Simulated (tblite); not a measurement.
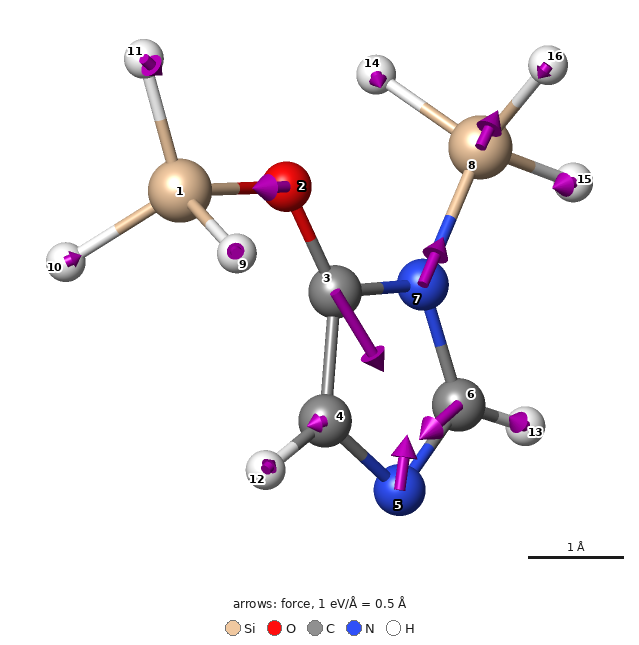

Starting geometry of C3H8N2OSi2 with the computed forces as purple arrows. The picture is a ball-and-stick view, seen from a free direction.

Computed with tblite 0.8.0, GFN2-xTB geometry optimisation, gas phase. 

Is this structure relaxed? If not, where do the atoms go?

It isn't relaxed: the largest force vector, on C3, is 2.14 eV/Å. The final displacements have little in common with the starting forces (cosine between the two patterns 0.21). H11 moves most after the best rigid fit: 0.55 Å. Largest moves by element: H 0.55 Å, Si 0.19 Å, C 0.14 Å, O 0.14 Å, N 0.08 Å. Near-neighbour distances that change, for instance: Si1–O2 1.677 → 1.632 Å, Si8–H15 1.497 → 1.461 Å, Si1–H11 1.481 → 1.455 Å, N5–C6 1.316 → 1.295 Å. Among the angles between lasting bonds that change: O2–Si1–H11 108.9° → 98.0°, C6–N7–Si8 123.7° → 133.1°, Si1–O2–C3 122.3° → 129.6°. Over 42 geometry steps the energy falls by 7.27 kcal/mol.
